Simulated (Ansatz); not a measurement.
## SiNH5: molecular dynamics (part 2 of 2)

Continued. System: SiNH5. Method: RKS CAM-B3LYP/def2-SVP (Ansatz 0.2.0). It belongs to a series of runs on one base structure; here: dynamics from the start.

**Output, continued**
```
md step   136: t =    68.00 fs  T =   179.4 K  F+E_penalty+E_count = -9444.99756647 eV  E_kin = 0.162324 eV  (23 SCF iters)
md step   137: t =    68.50 fs  T =   178.9 K  F+E_penalty+E_count = -9444.99548246 eV  E_kin = 0.161839 eV  (23 SCF iters)
md step   138: t =    69.00 fs  T =   170.1 K  F+E_penalty+E_count = -9444.98962433 eV  E_kin = 0.153899 eV  (22 SCF iters)
md step   139: t =    69.50 fs  T =   162.3 K  F+E_penalty+E_count = -9444.97919911 eV  E_kin = 0.146881 eV  (23 SCF iters)
md step   140: t =    70.00 fs  T =   151.1 K  F+E_penalty+E_count = -9444.96680861 eV  E_kin = 0.136762 eV  (23 SCF iters)
md step   141: t =    70.50 fs  T =   140.4 K  F+E_penalty+E_count = -9444.95820695 eV  E_kin = 0.127063 eV  (23 SCF iters)
md step   142: t =    71.00 fs  T =   137.4 K  F+E_penalty+E_count = -9444.95839339 eV  E_kin = 0.124361 eV  (23 SCF iters)
md step   143: t =    71.50 fs  T =   148.1 K  F+E_penalty+E_count = -9444.96866552 eV  E_kin = 0.133988 eV  (23 SCF iters)
md step   144: t =    72.00 fs  T =   170.6 K  F+E_penalty+E_count = -9444.98579880 eV  E_kin = 0.154349 eV  (22 SCF iters)
md step   145: t =    72.50 fs  T =   194.7 K  F+E_penalty+E_count = -9445.00391581 eV  E_kin = 0.176179 eV  (22 SCF iters)
md step   146: t =    73.00 fs  T =   216.6 K  F+E_penalty+E_count = -9445.01799391 eV  E_kin = 0.195951 eV  (23 SCF iters)
md step   147: t =    73.50 fs  T =   229.4 K  F+E_penalty+E_count = -9445.02630183 eV  E_kin = 0.207537 eV  (22 SCF iters)
md step   148: t =    74.00 fs  T =   229.9 K  F+E_penalty+E_count = -9445.02921802 eV  E_kin = 0.208054 eV  (24 SCF iters)
md step   149: t =    74.50 fs  T =   227.9 K  F+E_penalty+E_count = -9445.02822465 eV  E_kin = 0.206212 eV  (22 SCF iters)
these checks for a lower state are left out or cut short: starts, cluster_reference, orbital_swaps, neighbouring_geometries, increment
607 factors; integrals over basis functions are off by at most 6.4e-4 eV
234 factors; integrals over basis functions are off by at most 9.7e-7 eV
mean field -9445.02540449 eV, -347.0982815467 hartree, gradient 1.1e-5 eV, S^2 0.000000; 0 other end points of the search recorded, 0 dependent functions left out
the calculation of the forces begins
reference -9445.02551729 eV, -347.0982856922 hartree; 13, 13 occupied and 44, 44 virtual orbitals, 607 factors
607 factors; integrals over basis functions are off by at most 6.4e-4 eV
234 factors; integrals over basis functions are off by at most 9.7e-7 eV
mean field -9445.02540449 eV, -347.0982815467 hartree, gradient 1.1e-5 eV, S^2 0.000000; 1 other end points of the search recorded, 0 dependent functions left out
the calculation of the forces begins
reference -9445.02551729 eV, -347.0982856922 hartree; 13, 13 occupied and 44, 44 virtual orbitals, 607 factors
md step   150: t =    75.00 fs  T =   223.4 K  F+E_penalty+E_count = -9445.02540449 eV  E_kin = 0.202117 eV  (24 SCF iters)
```

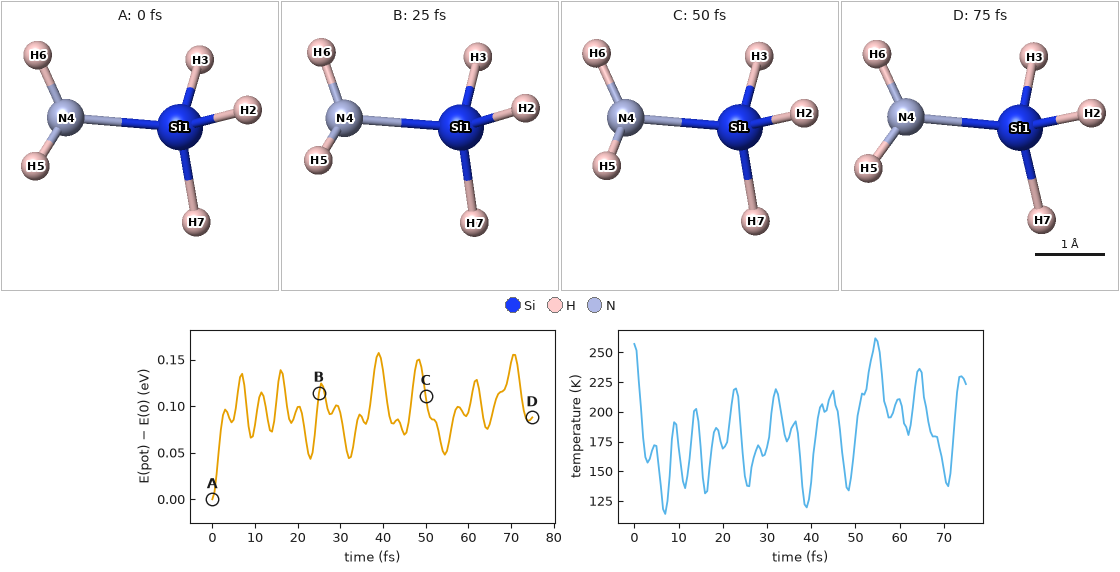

Fig. 1: Frames of the molecular dynamics (ball-and-stick, seen at a tilt) above the curves, on which the letters mark them. The trajectory kept here has 151 frames over 75 fs. The temperature starts at 257 K, ranges from 114 to 262 K and averages 193 K over the second half. The potential energy ends 0.088 eV above its first value. After an unweighted best fit of the last frame on the first, the root-mean-square displacement is 0.08 Å.

```
Total energy: -9445.02551729 eV, -347.0982856922 hartree
Atom 0 at     0.004186    -0.005393    -0.055810 Å, force     0.750978     0.468752     0.366560 eV/Å
Atom 1 at    -0.702345    -0.971951     0.827939 Å, force    -0.205416     0.078360     0.159254 eV/Å
Atom 2 at     1.175723     0.591050     0.725606 Å, force    -0.491697    -0.373686    -0.212576 eV/Å
Atom 3 at    -0.848528     1.369733    -0.658382 Å, force    -0.831553    -0.546527    -1.325375 eV/Å
Atom 4 at    -1.505779     1.335145    -1.478892 Å, force     0.925564     0.156893     1.387373 eV/Å
Atom 5 at    -0.933505     2.194150    -0.080928 Å, force    -0.164971     0.153485    -0.087085 eV/Å
Atom 6 at     0.530618    -0.859602    -1.144705 Å, force     0.017095     0.062724    -0.288151 eV/Å
Dipole moment:    -0.238031     0.198051    -0.081047 e Å
```

**Trajectory as extended XYZ (Å, eV, eV/Å), 14 of the 151 frames kept, from step=0 to step=150**
```
7
Properties=species:S:1:pos:R:3:forces:R:3 step=0 time_fs=0.0 energy=-9445.11334 temperature=257.1
Si   -0.0267    0.0473   -0.0244   -0.0014   0.0014   0.0020
H    -0.0334   -0.0092    1.4719    0.0017  -0.0017   0.0007
H     1.3991    0.0523   -0.4537   -0.0011   0.0009   0.0002
N    -0.8100    1.4116   -0.7392    0.0011  -0.0009  -0.0037
H    -1.8215    1.4827   -0.7340   -0.0010   0.0001   0.0003
H    -0.3825    2.3300   -0.6951    0.0007  -0.0002   0.0009
H    -0.7070   -1.1852   -0.5095    0.0000   0.0004  -0.0003
7
Properties=species:S:1:pos:R:3:forces:R:3 step=12 time_fs=6.0 energy=-9444.99754 temperature=137.7
Si   -0.0322    0.0504   -0.0289    0.7271  -0.4300   0.2374
H    -0.1193   -0.1019    1.4717    0.0521   0.1892  -0.1928
H     1.4273    0.1635   -0.4131   -0.3587  -0.0373   0.2189
N    -0.8138    1.4119   -0.7344    2.2015  -0.4781   0.2006
H    -1.7916    1.4245   -0.7642   -1.7498   0.6251  -0.0415
H    -0.3025    2.2807   -0.5799   -0.7154   0.0707  -0.2018
H    -0.5545   -1.2469   -0.5313   -0.1568   0.0604  -0.2208
7
Properties=species:S:1:pos:R:3:forces:R:3 step=23 time_fs=11.5 energy=-9444.99854 temperature=135.8
Si   -0.0299    0.0470   -0.0335   -0.0285  -0.9550   0.0454
H    -0.1784   -0.1427    1.4280   -0.0236   0.0695   0.3318
H     1.3854    0.2624   -0.3332    0.5604  -0.0304   0.0170
N    -0.8027    1.4004   -0.7278   -2.4077   0.6129  -0.3774
H    -1.8594    1.5115   -0.7911    1.9466  -0.2875   0.1750
H    -0.3793    2.2968   -0.5157   -0.0072   0.1345  -0.1014
H    -0.4634   -1.2829   -0.6042   -0.0401   0.4560  -0.0902
7
Properties=species:S:1:pos:R:3:forces:R:3 step=35 time_fs=17.5 energy=-9445.01351 temperature=169.7
Si   -0.0248    0.0332   -0.0351    0.7393   0.4606   0.3326
H    -0.2574   -0.1664    1.4382    0.0115  -0.0941  -0.1427
H     1.4515    0.3501   -0.2196   -0.4745  -0.2946   0.1160
N    -0.8100    1.4001   -0.7241    0.3614   0.5029  -0.0978
H    -1.7874    1.5589   -0.8014   -1.2434  -0.5633  -0.1459
H    -0.4686    2.3214   -0.4909    0.7043   0.1479   0.0731
H    -0.3952   -1.2120   -0.7326   -0.0985  -0.1594  -0.1352
7
Properties=species:S:1:pos:R:3:forces:R:3 step=46 time_fs=23.0 energy=-9445.06996 temperature=219.7
Si   -0.0142    0.0251   -0.0319   -0.4402   0.5524  -0.2701
H    -0.3330   -0.2139    1.4185    0.0023  -0.2225  -0.1807
H     1.4341    0.3530   -0.0952    0.0719  -0.1181  -0.0380
N    -0.8267    1.4131   -0.7228    0.3644   0.0557   0.3017
H    -1.8426    1.4562   -0.8194    0.3626   0.0474   0.0855
H    -0.4172    2.3193   -0.4638   -0.4531  -0.3748  -0.2096
H    -0.3552   -1.1667   -0.8777    0.0920   0.0600   0.3112
7
Properties=species:S:1:pos:R:3:forces:R:3 step=58 time_fs=29.0 energy=-9445.01246 temperature=162.9
Si   -0.0075    0.0229   -0.0338   -0.5638   0.5239  -0.5083
H    -0.4192   -0.3410    1.3525   -0.0445  -0.1091   0.0507
H     1.4458    0.3143    0.0248    0.0824   0.0726  -0.0818
N    -0.8367    1.4198   -0.7166   -0.8139  -1.6676   0.0697
H    -1.8817    1.3482   -0.8302    1.6450   0.5716   0.2323
H    -0.4477    2.3095   -0.4650   -0.3644   0.6783   0.0633
H    -0.2789   -1.1265   -0.9466    0.0591  -0.0696   0.1741
7
Properties=species:S:1:pos:R:3:forces:R:3 step=69 time_fs=34.5 energy=-9445.02227 temperature=175.0
Si   -0.0071    0.0280   -0.0372    0.1750   0.0204   0.3236
H    -0.5157   -0.4792    1.2981    0.1417   0.2531  -0.2052
H     1.4753    0.3104    0.1093   -0.5276   0.0637  -0.0772
N    -0.8334    1.4010   -0.7060    2.0047   0.5650   0.4673
H    -1.8022    1.3711   -0.8120   -2.1084  -0.3640  -0.3651
H    -0.6035    2.3660   -0.4629    0.3052  -0.3664   0.0484
H    -0.1946   -1.1122   -0.9566    0.0093  -0.1718  -0.1917
7
Properties=species:S:1:pos:R:3:forces:R:3 step=81 time_fs=40.5 energy=-9444.99185 temperature=164.5
Si   -0.0065    0.0313   -0.0394   -0.5211  -0.9654  -0.2582
H    -0.5972   -0.5583    1.1957    0.0296   0.1494   0.2633
H     1.3934    0.3476    0.1891    0.6049   0.2453   0.1294
N    -0.8222    1.3897   -0.6906   -1.9138   1.2278  -0.2577
H    -1.8534    1.3136   -0.8500    1.1745  -0.3115  -0.0001
H    -0.7110    2.3771   -0.4248    0.5487  -0.6851   0.0674
H    -0.1050   -1.1240   -1.0072    0.0771   0.3395   0.0559
7
Properties=species:S:1:pos:R:3:forces:R:3 step=92 time_fs=46.0 energy=-9445.03088 temperature=200.5
Si   -0.0080    0.0258   -0.0422    0.7037   0.0856   0.1635
H    -0.6658   -0.5834    1.1479    0.0922   0.0138   0.2301
H     1.4199    0.4382    0.2890   -0.5574  -0.1979  -0.0533
N    -0.8323    1.3954   -0.6804   -0.3274  -1.3101  -0.4513
H    -1.7960    1.1659   -0.9317    0.1799   0.7002   0.0127
H    -0.6651    2.3174   -0.3440   -0.1609   0.7762   0.2578
H    -0.0060   -1.0602   -1.0515    0.0699  -0.0679  -0.1596
7
Properties=species:S:1:pos:R:3:forces:R:3 step=104 time_fs=52.0 energy=-9445.02777 temperature=214.4
Si   -0.0041    0.0202   -0.0422   -0.2473  -0.0792   0.0897
H    -0.7003   -0.6081    1.1463    0.2442  -0.0363  -0.2332
H     1.3313    0.4879    0.3910    0.1695  -0.0287   0.0621
N    -0.8435    1.3878   -0.6778    2.0149   0.3335   0.8318
H    -1.7409    1.2027   -1.0258   -1.6874   0.2685  -0.5838
H    -0.6764    2.2993   -0.2399   -0.5088  -0.4108  -0.3617
H     0.1137   -0.9938   -1.1352    0.0148  -0.0468   0.1950
7
Properties=species:S:1:pos:R:3:forces:R:3 step=115 time_fs=57.5 energy=-9445.01402 temperature=195.2
Si   -0.0008    0.0139   -0.0430   -0.1740   0.0024  -0.3028
H    -0.6744   -0.6606    1.0874   -0.1412  -0.3385   0.1627
H     1.2669    0.5311    0.5010    0.3265   0.0546   0.0137
N    -0.8388    1.3748   -0.6741   -2.0086   1.1202  -0.8004
H    -1.7895    1.3766   -1.1471    1.7154  -0.4948   0.7199
H    -0.7941    2.2730   -0.1872    0.2822  -0.3336  -0.0132
H     0.2264   -0.9555   -1.1606   -0.0002  -0.0104   0.2199
7
Properties=species:S:1:pos:R:3:forces:R:3 step=127 time_fs=63.5 energy=-9445.02593 temperature=220.6
Si    0.0006    0.0079   -0.0476    0.3389   0.2490   0.7013
H    -0.6704   -0.8186    1.0448    0.1020   0.2946  -0.3738
H     1.2692    0.5923    0.5969   -0.6262  -0.3459  -0.3635
N    -0.8499    1.3763   -0.6760    0.5091  -0.4979   0.1206
H    -1.6641    1.4249   -1.2518   -0.5415  -0.4537  -0.5033
H    -0.8267    2.1967   -0.1148    0.1604   0.8759   0.6001
H     0.3391   -0.9287   -1.1366    0.0573  -0.1219  -0.1815
7
Properties=species:S:1:pos:R:3:forces:R:3 step=138 time_fs=69.0 energy=-9444.98962 temperature=170.1
Si    0.0036    0.0035   -0.0490   -0.4111  -0.4588  -0.8351
H    -0.6493   -0.9089    0.9375   -0.2457   0.1384   0.0590
H     1.1576    0.5705    0.6105    0.7287   0.2890   0.4568
N    -0.8555    1.3800   -0.6736    0.7985  -0.0162   1.1670
H    -1.5737    1.3505   -1.3808   -0.2427   0.2630   0.1207
H    -0.8178    2.1894   -0.0242   -0.4949  -0.5576  -1.0509
H     0.4491   -0.9380   -1.1416   -0.1329   0.3422   0.0824
7
Properties=species:S:1:pos:R:3:forces:R:3 step=150 time_fs=75.0 energy=-9445.02540 temperature=223.4
Si    0.0042   -0.0054   -0.0558    0.7510   0.4688   0.3666
H    -0.7023   -0.9720    0.8279   -0.2054   0.0784   0.1593
H     1.1757    0.5910    0.7256   -0.4917  -0.3737  -0.2126
N    -0.8485    1.3697   -0.6584   -0.8316  -0.5465  -1.3254
H    -1.5058    1.3351   -1.4789    0.9256   0.1569   1.3874
H    -0.9335    2.1942   -0.0809   -0.1650   0.1535  -0.0871
H     0.5306   -0.8596   -1.1447    0.0171   0.0627  -0.2882
```

The run was set up as follows.

**Input file**
```yaml
crystal:
  periodic: [false, false, false]
  atoms:
    - { symbol: Si, position_ang: [-0.026733, 0.047302, -0.02441] }
    - { symbol: H, position_ang: [-0.033403, -0.009241, 1.471944] }
    - { symbol: H, position_ang: [1.399106, 0.052288, -0.453667] }
    - { symbol: "N", position_ang: [-0.809996, 1.411587, -0.739157] }
    - { symbol: H, position_ang: [-1.821477, 1.482721, -0.734019] }
    - { symbol: H, position_ang: [-0.382549, 2.330038, -0.695084] }
    - { symbol: H, position_ang: [-0.707049, -1.185195, -0.509506] }
basis:
  gaussian: { orbitals: def2-SVP }
hamiltonian:
  xc: cam_b3lyp
md:
  timestep: 0.5
  n_steps: 150
  ensemble: nvt_langevin
  temperature: 300.0
  initial_velocities: maxwell_boltzmann
  seed: 733700
  friction: 0.001
```

Run as:
```bash
ansatz run input.yaml --threads 1 --pin off --max-ram 2048MiB --backend cpu --events-out ev --progress --plain --runs-dir out
```

**Summary**

```json
{"quantity": "outcome", "value": "finished"}
{"quantity": "mean temperature over the second half", "value": "193 K"}
{"quantity": "trajectory", "value": "150 steps, 75 fs"}
{"quantity": "ensemble", "value": "nvt_langevin"}
{"quantity": "temperature in the input", "value": "300.0 K"}
{"quantity": "time step", "value": "0.5 fs"}
{"quantity": "potential energy (last step)", "value": "−9445.0255 eV"}
{"quantity": "mean-field energy (last step)", "value": "−9445.0255 eV"}
{"quantity": "largest force (length of the vector) (last step)", "value": "1.675 eV/Å"}
{"quantity": "hardware", "value": "1 thread of Intel Xeon @ 2.50GHz (Skylake/Cascade Lake), 32 GiB of memory available, shared host"}
{"quantity": "wall time", "value": "4.2 min"}
{"quantity": "peak memory", "value": "0.13 GiB"}
```

So short a trajectory is not equilibrated. The logged temperature at the start can lie below the typed one, since it is counted over all degrees of freedom. The temperature stays far from the 300 K of the thermostat over the second half: the run isn't equilibrated.
